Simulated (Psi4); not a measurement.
**triplet AlSi2H5O at 3 levels**

Wanted: a comparison of 3 runs (UBHLYP/6-31G*, UCAM-B3LYP/6-31G*, UM06-2X/6-31G*) of triplet AlSi2H5O. 

The results are computed with Psi4 1.11.

## (1) Starting point

AlSi2H5O: 9 atoms, total charge 0, spin state triplet. As SMILES of the parent species, `[SiH3][Al]1[O][SiH2]1`. The shape is that of a PBE0-D4/def2-TZVP optimisation. That shape belongs to the parent species and isn't relaxed for this state.

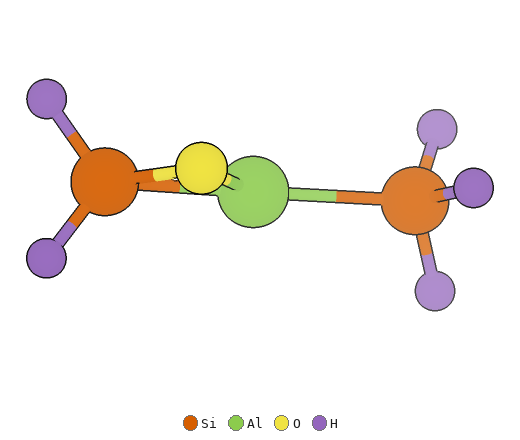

The structure, seen from a chosen angle (silicon orange, aluminium green, oxygen yellow, hydrogen purple).

## (2) Energy and forces at UBHLYP/6-31G(d) (spherical functions) (run 1)

The input, alh5osi2.json:

```json
{
 "schema_name": "qcschema_input",
 "schema_version": 1,
 "molecule": {
  "schema_name": "qcschema_molecule",
  "schema_version": 2,
  "symbols": ["Si", "Al", "O", "Si", "H", "H", "H", "H", "H"],
  "geometry": [-1.23380219, 3.24484873, -2.52221746, -0.23602679, -0.28138022, 0.30764741, 2.63182157, -1.82415263, 0.82070806, 0.90442292, -3.54833874, 2.87408446, -3.33309894, 2.50709965, -4.24224618, -2.07888771, 5.45450549, -1.00023204, 0.9949408, 3.99261336, -4.06328911, 0.76212655, -6.28825265, 2.24310491, 1.75555557, -3.34481524, 5.54993666],
  "molecular_charge": 0,
  "molecular_multiplicity": 3,
  "fix_symmetry": "c1"
 },
 "driver": "gradient",
 "model": {
  "method": "bhhlyp",
  "basis": "6-31G*"
 },
 "keywords": {
  "reference": "uks",
  "puream": true,
  "e_convergence": 1e-09,
  "d_convergence": 1e-08,
  "scf_type": "pk",
  "dft_radial_points": 99,
  "dft_spherical_points": 590,
  "maxiter": 100
 }
}
```

The run is started by

```
$ psi4 --qcschema alh5osi2.json -n 1 --memory 2200MB
```

stdout:

```text
[...]
  Running in c1 symmetry.
[...]
  Nuclear repulsion =  235.013439050145450
[...]
  Multiplicity = 3
[...]
  Nalpha       = 28
  Nbeta        = 26
[...]
    Number of basis functions: 78
[...]
   @UKS iter   1:  -899.25705513374373   -4.89245e-01   8.40326e-03 DIIS/ADIIS
[...]
   @UKS iter  21:  -899.46063247302322    6.82121e-13   5.13079e-09 DIIS
[...]
   @S^2 Observed:                2.010498333E+00
[...]
    Orbital Energies [Eh]
    ---------------------
    Alpha Occupied:
       1A    -67.204027     2A    -67.135352     3A    -56.973640
       4A    -19.711845     5A     -5.670746     6A     -5.606997
       7A     -4.432863     8A     -3.937768     9A     -3.932330
      10A     -3.930863    11A     -3.869781    12A     -3.869324
      13A     -3.869025    14A     -2.896960    15A     -2.896538
      16A     -2.893489    17A     -1.130569    18A     -0.635102
      19A     -0.611411    20A     -0.531251    21A     -0.481470
      22A     -0.479338    23A     -0.408001    24A     -0.405422
      25A     -0.402506    26A     -0.367670    27A     -0.312987
      28A     -0.148991
    Alpha Virtual:
[...]
  @UKS Final Energy:  -899.46063247302322
   => Energetics <=
    Nuclear Repulsion Energy =            235.0134390501454504
    One-Electron Energy =               -1714.0455323615015004
    Two-Electron Energy =                 616.0813049591281469
    DFT Exchange-Correlation Energy =     -36.5098441207953925
    Empirical Dispersion Energy =           0.0000000000000000
    VV10 Nonlocal Energy =                  0.0000000000000000
    Total Energy =                       -899.4606324730232245
[...]
 Multipole Moments:
 ------------------------------------------------------------------------------------
     Multipole            Electronic (a.u.)      Nuclear  (a.u.)        Total (a.u.)
 ------------------------------------------------------------------------------------
 L = 1.  Multiply by 2.5417464519 to convert [e a0] to [Debye]
 Dipole X            :          0.7543881           -1.3003205           -0.5459323
 Dipole Y            :         -2.7412430            2.1133963           -0.6278467
 Dipole Z            :          2.2124541           -1.4718916            0.7405625
 Magnitude           :                                                    1.1138521
[...]
  -Total Gradient:
     Atom            X                  Y                   Z
    ------   -----------------  -----------------  -----------------
       1        0.008778170210     0.004219331102    -0.007858921899
       2        0.019341844892    -0.050462896203     0.041236347760
       3        0.008527599856     0.030345217897    -0.029923687840
       4       -0.047669644015     0.023536229666    -0.007105992361
       5       -0.002474094532    -0.003970497019    -0.000855367342
       6       -0.000333931174     0.000552906247     0.005154651873
       7        0.001365105695     0.003808653516    -0.004043676454
       8        0.005788866617    -0.005764513155    -0.000202808751
       9        0.006665331400    -0.002247953616     0.003587251355
[...]
```

Run time: 41 s. Hardware: 1 thread of AMD EPYC 7R43 (Zen 3), shared host; peak memory 1.1 GiB.

## (3) Energy and forces at UCAM-B3LYP/6-31G(d) (spherical functions) (run 2)

The input, job.py:

```python
import psi4

psi4.set_memory(2200000000)
psi4.set_num_threads(1)
psi4.core.set_output_file('run.log', False)

mol = psi4.geometry("""
0 3
Si    -1.23380219     3.24484873    -2.52221746
Al    -0.23602679    -0.28138022     0.30764741
O      2.63182157    -1.82415263     0.82070806
Si     0.90442292    -3.54833874     2.87408446
H     -3.33309894     2.50709965    -4.24224618
H     -2.07888771     5.45450549    -1.00023204
H      0.99494080     3.99261336    -4.06328911
H      0.76212655    -6.28825265     2.24310491
H      1.75555557    -3.34481524     5.54993666
units au
symmetry c1
no_reorient
no_com
""")

psi4.set_options({
    'basis': '6-31G*',
    'reference': 'uks',
    'puream': True,
    'e_convergence': 1e-09,
    'd_convergence': 1e-08,
    'scf_type': 'pk',
    'dft_radial_points': 99,
    'dft_spherical_points': 590,
    'maxiter': 100,
})

e_tot, wfn = psi4.gradient('cam-b3lyp', molecule=mol, return_wfn=True)
psi4.oeprop(wfn, 'QUADRUPOLE', 'WIBERG_LOWDIN_INDICES', 'MAYER_INDICES', title='CAM-B3LYP')
print('gradient / Eh bohr^-1')
print(e_tot.np.round(6))
print(f'energy = {wfn.energy():.10f} Eh')
```

The run is started by

```
$ python job.py
```

run.log (excerpt; [...] marks lines left out):

```text
[...]
  Running in c1 symmetry.
[...]
  Nuclear repulsion =  235.013439050145450
[...]
  Multiplicity = 3
[...]
  Nalpha       = 28
  Nbeta        = 26
[...]
    Number of basis functions: 78
[...]
   @UKS iter   1:  -899.25354719766574   -4.83829e-01   9.02911e-03 DIIS/ADIIS
[...]
   @UKS iter  20:  -899.47935277462807    3.05818e-11   7.06114e-09 DIIS
[...]
   @S^2 Observed:                2.006956007E+00
[...]
  @UKS Final Energy:  -899.47935277462807
   => Energetics <=
    Nuclear Repulsion Energy =            235.0134390501454504
    One-Electron Energy =               -1713.9463796510385691
    Two-Electron Energy =                 633.0227948437132000
    DFT Exchange-Correlation Energy =     -53.5692070174481785
    Empirical Dispersion Energy =           0.0000000000000000
    VV10 Nonlocal Energy =                  0.0000000000000000
    Total Energy =                       -899.4793527746280688
[...]
  -Total Gradient:
     Atom            X                  Y                   Z
    ------   -----------------  -----------------  -----------------
       1        0.007795834820     0.006833408329    -0.009833871665
       2        0.021646215899    -0.050958752229     0.040889304358
       3        0.003317338267     0.028844644262    -0.026998696085
       4       -0.043349891683     0.021907463710    -0.006928859089
       5       -0.000460598020    -0.003167421967     0.000802733459
       6        0.000441293821    -0.001546498288     0.003594559901
       7       -0.000784932884     0.003056427231    -0.002524795357
       8        0.005845415435    -0.002424484967     0.000611641595
       9        0.005533414988    -0.002519813815     0.000369390990
[...]
 Multipole Moments:
 ------------------------------------------------------------------------------------
[...]
```

Standard output:

```text
gradient / Eh bohr^-1
[[ 0.007796  0.006833 -0.009834]
 [ 0.021646 -0.050959  0.040889]
 [ 0.003317  0.028845 -0.026999]
 [-0.04335   0.021907 -0.006929]
 [-0.000461 -0.003167  0.000803]
 [ 0.000441 -0.001546  0.003595]
 [-0.000785  0.003056 -0.002525]
 [ 0.005845 -0.002424  0.000612]
 [ 0.005533 -0.00252   0.000369]]
energy = -899.4793527746 Eh
```

Run time: 56 s. Hardware: 1 thread of AMD EPYC 7R43 (Zen 3), shared host; peak memory 1.2 GiB.

## (4) Energy and gradient at UM06-2X/6-31G(d) (spherical functions) (run 3)

Edit alh5osi2.json of step 2 so:

```diff
@@ -10,3 +10,5 @@
   "molecular_multiplicity": 3,
-  "fix_symmetry": "c1"
+  "fix_symmetry": "c1",
+  "fix_com": true,
+  "fix_orientation": true
  },
@@ -14,3 +16,3 @@
  "model": {
-  "method": "bhhlyp",
+  "method": "m06-2x",
   "basis": "6-31G*"
@@ -25,3 +27,4 @@
   "dft_spherical_points": 590,
-  "maxiter": 100
+  "maxiter": 100,
+  "scf_properties": ["MULLIKEN_CHARGES", "DIPOLE", "LOWDIN_CHARGES"]
  }
```

The run is started by

```
$ psi4 --qcschema alh5osi2.json -n 1 --memory 2200MB
```

stdout (excerpt; [...] marks lines left out):

```text
[...]
  Running in c1 symmetry.
[...]
  Nuclear repulsion =  235.013439050145450
[...]
  Multiplicity = 3
[...]
  Nalpha       = 28
  Nbeta        = 26
[...]
    Number of basis functions: 78
[...]
   @UKS iter   1:  -899.20921302072861   -4.51432e-01   7.87569e-03 ADIIS/DIIS
[...]
   @UKS iter  26:  -899.39166367153575   -1.59162e-12   2.98674e-09 DIIS
[...]
   @S^2 Observed:                2.010583309E+00
[...]
  @UKS Final Energy:  -899.39166367153575
   => Energetics <=
    Nuclear Repulsion Energy =            235.0134390501454504
    One-Electron Energy =               -1714.1252458188112087
    Two-Electron Energy =                 613.3976160669785713
    DFT Exchange-Correlation Energy =     -33.6774729698486723
    Empirical Dispersion Energy =           0.0000000000000000
    VV10 Nonlocal Energy =                  0.0000000000000000
    Total Energy =                       -899.3916636715357527
[...]
 Multipole Moments:
[...]
  Mulliken Charges: (a.u.)
   Center  Symbol    Alpha    Beta     Spin     Total
       1    SI     6.92457  6.93425 -0.00968  0.14118
       2    AL     7.01327  5.91135  1.10192  0.07538
       3     O     4.42217  4.15517  0.26700 -0.57734
       4    SI     6.96080  6.40927  0.55154  0.62993
       5     H     0.53755  0.52079  0.01676 -0.05833
       6     H     0.53811  0.51886  0.01925 -0.05697
       7     H     0.52201  0.52158  0.00043 -0.04359
       8     H     0.54171  0.51405  0.02766 -0.05575
       9     H     0.53982  0.51469  0.02513 -0.05450
   Total alpha = 28.00000, Total beta = 26.00000, Total charge =  0.00000
[...]
  -Total Gradient:
     Atom            X                  Y                   Z
    ------   -----------------  -----------------  -----------------
       1        0.007986532727     0.007556953987    -0.008094697021
       2        0.021220975786    -0.055040855281     0.039681638580
       3        0.004455828818     0.029350284681    -0.026908912198
       4       -0.043835503310     0.025330825908    -0.008082497080
       5       -0.000654233498    -0.003219088978     0.000634059591
       6        0.000016675463    -0.000635597352     0.003217692689
       7       -0.000501469528     0.003046476456    -0.002757054838
       8        0.005149009564    -0.003354144118     0.000560504579
       9        0.006179292521    -0.002854399834     0.001590150988
[...]
```

Wall time 1.8 min (1 thread of AMD EPYC 7R43 (Zen 3), shared host); peak memory 1.4 GiB.

## (5) All runs side by side

```
run                                    level  energy (Eh)  dipole moment (D)  HOMO energy (eV)  LUMO energy (eV)  wall time
  1      UBHLYP/6-31G* (spherical functions)  -899.460632               2.83             -4.05             -3.60       41 s
  2  UCAM-B3LYP/6-31G* (spherical functions)  -899.479353               2.70             -4.41             -3.44       56 s
  3     UM06-2X/6-31G* (spherical functions)  -899.391664               2.73             -4.14             -3.70    1.8 min
```

## (6) Summary of results

| quantity | value |
| --- | --- |
| run 3: total energy | -899.39166 Eh |
| run 3: dipole moment | 2.73 D |
| run 3: HOMO energy (highest over α and β) | -4.14 eV |
| run 3: LUMO energy (lowest over α and β) | -3.70 eV |
| run 3: ⟨S²⟩ | 2.011 |
| run 3: largest force on an atom | 3.656 eV/Å |

**Reading.** The dipole moment (its size) runs from 2.70 D (UCAM-B3LYP/6-31G*) to 2.83 D (UBHLYP/6-31G*). Totals of different functionals can't be ranked against each other. All runs together took 3.5 min, the longest 1.8 min.
